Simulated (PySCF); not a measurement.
Si(H)2(OH)(SiMe3), SMILES C[Si](C)(C)[SiH2]O, singlet, GFN2-xTB optimised geometry. Atoms within 1.6 Å of the plane z = 1.2 Å (x, y, z in Å): Si1 (1.73, -0.51, 0.00), O2 (2.07, 0.27, 1.40), Si3 (-0.59, -0.51, 0.00), C4 (-1.31, 1.26, 0.00), C5 (-1.31, -1.43, 1.52), H8 (2.40, -1.82, 0.03), H9 (2.96, 0.43, 1.68), H10 (-2.40, 1.26, 0.02), H12 (-0.96, 1.82, 0.87), H13 (-2.39, -1.40, 1.53), H14 (-0.96, -0.97, 2.44), H15 (-1.00, -2.47, 1.53).

Computed with CAM-B3LYP/def2-SVP in PySCF. Cells within 0.4 Å of a nucleus heavier than hydrogen are left out (blank, or x).

Map of the log10 of the electron density (e/bohr³), floored at −4 on the plane z = 1.2 Å:

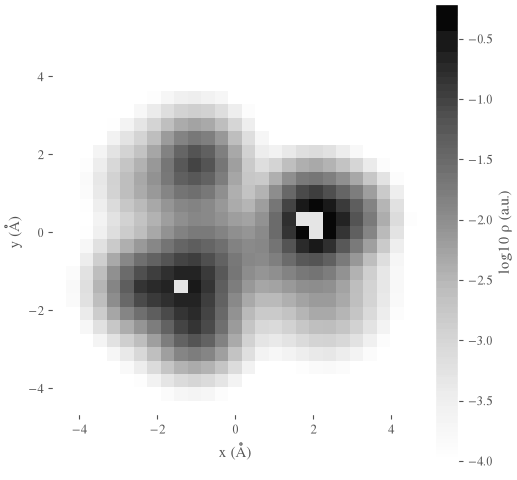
Figure: Log10 of the electron density (e/bohr³), floored at −4 on the plane z = 1.2 Å.
